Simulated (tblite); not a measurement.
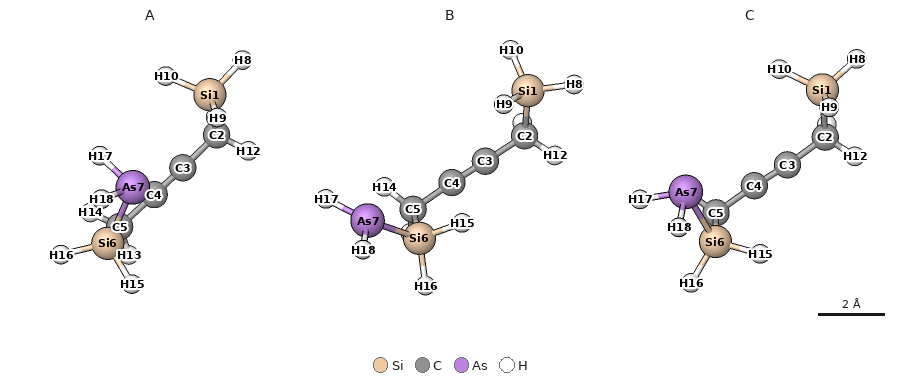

3 geometries from one relaxation of C4H11AsSi2, in shuffled order. The picture is a ball-and-stick view, seen from a free direction.

All numbers below come from tblite, GFN2-xTB geometry optimisation, gas phase. 

Question: Order the frames from highest to lowest energy.

Answer: B, C, A. They are steps 0, 128, 198, at +1.791 eV, +0.110 eV relative to the last. Over 198 geometry steps the energy falls by 1.791 eV. An H atom moves most after the best rigid fit: 2.64 Å. Largest moves by element: H 2.64 Å, As 2.27 Å, Si 0.76 Å, C 0.67 Å. Some distances before and after: As–Si 2.263 → 2.323 Å, C–Si 1.867 → 1.924 Å, As–H 1.530 → 1.498 Å, C–C 1.230 → 1.202 Å. Bond angles that change, for instance: H–As–H 116.8° → 89.3°, Si–As–H 117.8° → 92.3°, Si–As–H 117.5° → 92.5°. Groups turn about C–Si by about 100°, C–Si by about 45°. The run took 3 s on 1 thread of Intel(R) Xeon(R) Processor @ 2.70GHz (shared host).
